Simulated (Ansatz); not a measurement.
# H3NS2Sn: the cost of one run

Method: the settings change from run to run; program: Ansatz 0.2.0, Gaussian basis.

### Step 1. The relaxed structure

An earlier PBE0-D4 in a triple-zeta def2 set relaxation fixed the geometry. Sn takes a core potential in def2 sets; no spin-orbit term is included.

7 atoms, charge 0, spin multiplicity 1.

Atoms are counted from 1 here; the program's logs count them from 0.

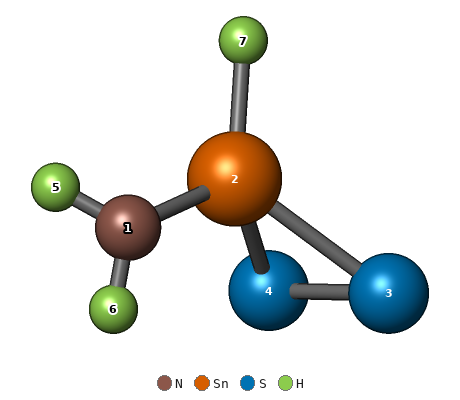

The structure; nitrogen brown, tin orange, sulfur blue, hydrogen green; atoms are numbered from 1 in the order of the file.

### Step 2. wB97X-V/def2-TZVPP

in.yaml reads:

```yaml
crystal:
  periodic: [false, false, false]
  atoms:
    - {symbol: N, position_ang: [-0.858945, 1.180397, 0.033223]}
    - {symbol: Sn, position_ang: [0.658780, -0.125863, 0.009562]}
    - {symbol: S, position_ang: [0.436948, -1.947328, 1.490239]}
    - {symbol: S, position_ang: [0.292321, -2.381578, -0.639346]}
    - {symbol: H, position_ang: [-0.847304, 1.845798, -0.729004]}
    - {symbol: H, position_ang: [-1.763738, 0.727185, 0.057854]}
    - {symbol: H, position_ang: [2.143137, 0.633389, -0.268328]}
basis:
  gaussian: {orbitals: def2-TZVPP}
hamiltonian: {xc: {name: wB97X-V}}
```

Command:

```console
$ ansatz run in.yaml --threads 2 --pin off --events-out ev --progress --plain --max-ram 4352MiB
```

What time and memory should one allow on 2 threads of Arm Neoverse V2, shared host?

About 10 s, with a peak of 0.54 GiB.
